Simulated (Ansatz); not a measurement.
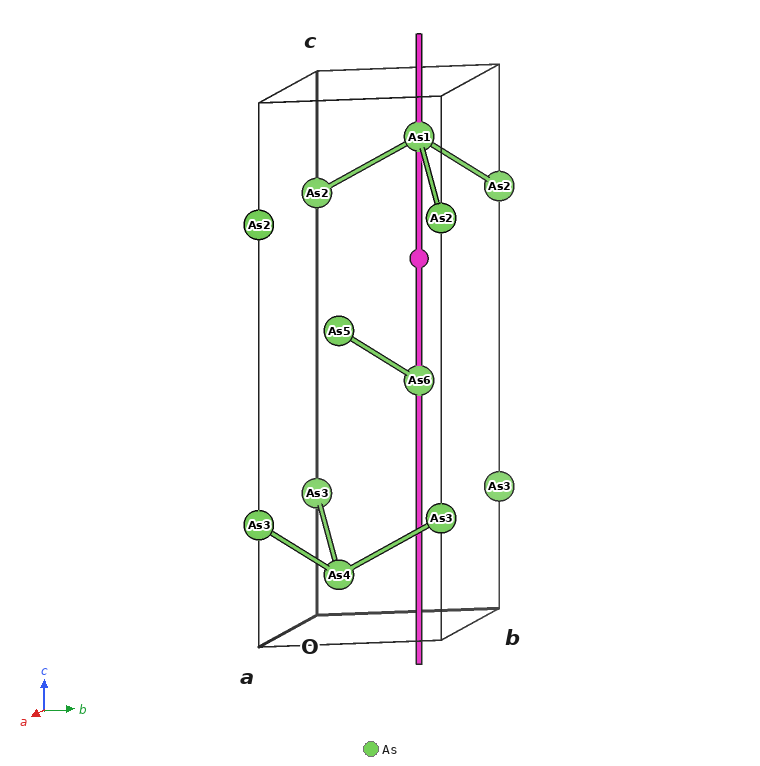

Crystal: As, the end point of a relaxation at fixed volume with DFT PBE, spin-orbit coupling, plane waves, PAW (Ansatz). The coloured rod is the axis of a symmetry operation of the crystal, the small sphere its inversion point. All values are computed from the atomic coordinates in the standard setting (tolerance 0.002 Å).

a = 3.806 Å, b = 3.806 Å, c = 11.300 Å, α = 90.00°, β = 90.00°, γ = 120.00°.

```
atom       x       y       z
 As1  0.3333  0.6667  0.8907
 As2  0.0000  0.0000  0.7759
 As3  0.0000  0.0000  0.2241
 As4  0.6667  0.3333  0.1093
 As5  0.6667  0.3333  0.5574
 As6  0.3333  0.6667  0.4426
```

Take the operation x, y, z → y−1/3, −x+y+1/3, −z+4/3.

Question: What kind of operation is it, and where does it lie?

Answer: It is a −3 rotoinversion axis with its inversion point at (1/3, 2/3, 2/3), along [0 0 1].

Question: Onto which atom does it carry each atom (up to whole multiples of a, b and c)?

Answer: As1 → As6, As2 → As5, As3 → As4, As4 → As3, As5 → As2, As6 → As1.
